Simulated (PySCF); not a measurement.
Molecule: C₁₂H₁₂Si, SMILES c1ccc([SiH2]c2ccccc2)cc1.

Simulated rotational absorption lines between 2 and 20 GHz at 2 K: rigid rotor with the equilibrium constants and dipole of one optimised conformer (PBE0-D3(BJ)/def2-SVP, PySCF 2.14.0), commonest isotopes; no centrifugal distortion, hyperfine structure, internal rotation or nuclear-spin weights; lines within 1 MHz of each other are summed.

What are the rotational constants, and what kind of rotor is it?

Answer. Rotational constants A, B, C = 1.703, 0.3679, 0.3337 GHz; Ray's κ = −0.95, a near-prolate asymmetric top.

Which dipole components drive the lines?

Answer.
|μa|, |μb|, |μc| = 0.04, 1.00, 0.01 D; b-type lines carry 100 % of the intensity in this range.

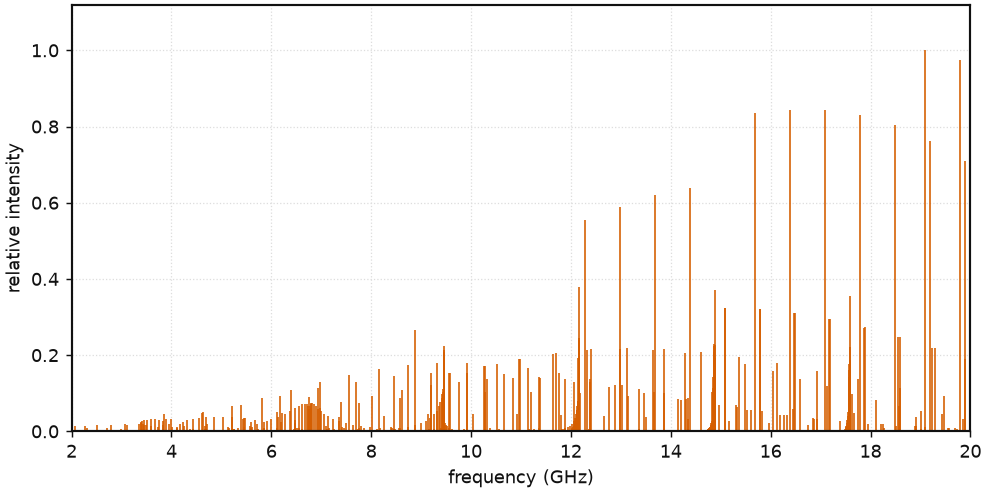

Known limits of this run: coarse grid, loose stop and no frequency check, small forces are noise and the end may be a saddle.
